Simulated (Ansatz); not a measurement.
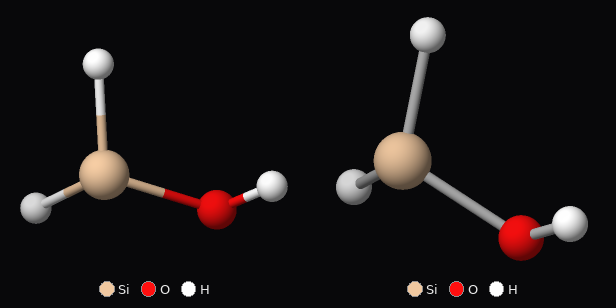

Both panels show the same species.

State: neutral, doublet. The geometry was computed by an optimisation with PBE0-D4/def2-TZVP.

Identify the structure.

It has 5 atoms: 3 hydrogen, 1 oxygen and 1 silicon (H3OSi). This geometry has C1 symmetry. It is an open-shell species. Coordination: 1 Si trigonal pyramidal; 1 O bent.

The parts below concern this one geometry. Atoms keep their numbers from picture to picture.

Geometry

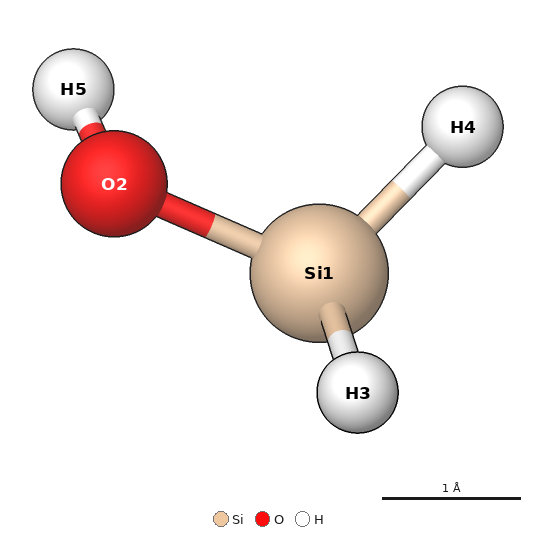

The atoms are numbered.

List the bonds and their lengths.

```csv
bond,length (Å)
Si1–O2,1.652
Si1–H3,1.487
Si1–H4,1.497
O2–H5,0.958
```

Dipole moment

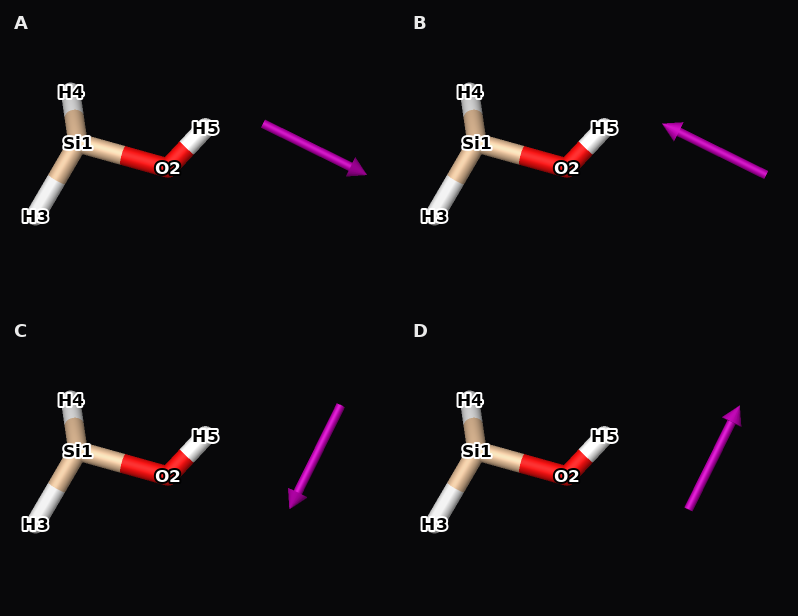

The same molecule four times, each with an arrow. Method: UKS PBE0-D4/def2-TZVP (Ansatz 0.2.0).

> Which arrow points along the dipole moment, from the negative to the positive end?

D. The dipole moment is 1.37 D; it points from the side of H3 to the side of H5 (the outermost atoms at the two ends).

Vibrations

Harmonic vibrations computed with UKS PBE0-D4/def2-TZVP (Ansatz 0.2.0) at a stationary point of the same level.

> How many vibrational modes are there, and where do they lie?

9 modes: 262, 674, 772, 845, 897, 924, 2146, 2215, 3920 cm⁻¹.

Thermal motion

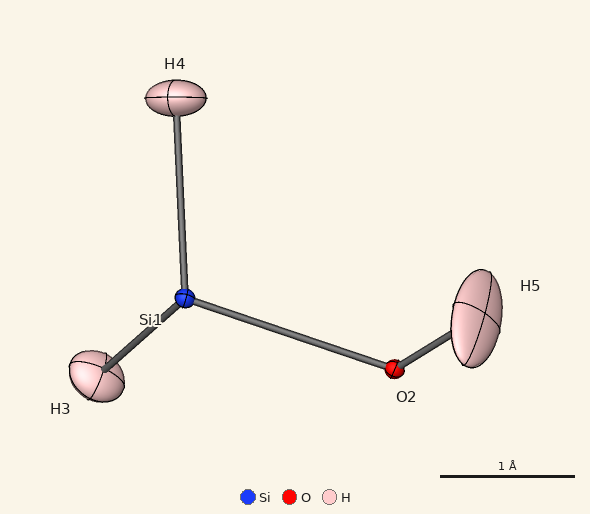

Displacement ellipsoids at the 50 % level, from the internal vibrations of the free molecule (harmonic, no overall translation or rotation; no half-axis is drawn under 0.075 Å). Vibrations computed with UKS PBE0-D4/def2-TZVP (Ansatz 0.2.0). Temperature: 298 K.

List U_eq and the three principal root-mean-square amplitudes for each kind of atom.

| atom | U_eq (Å²) | rms amplitudes (Å) |
| --- | --- | --- |
| Si1 | 0.00015 | 0.009, 0.010, 0.017 |
| O2 | 0.00050 | 0.012, 0.023, 0.029 |
| H3 | 0.0154 | 0.086, 0.134, 0.145 |
| H4 | 0.0154 | 0.087, 0.123, 0.153 |
| H5 | 0.0375 | 0.065, 0.141, 0.297 |
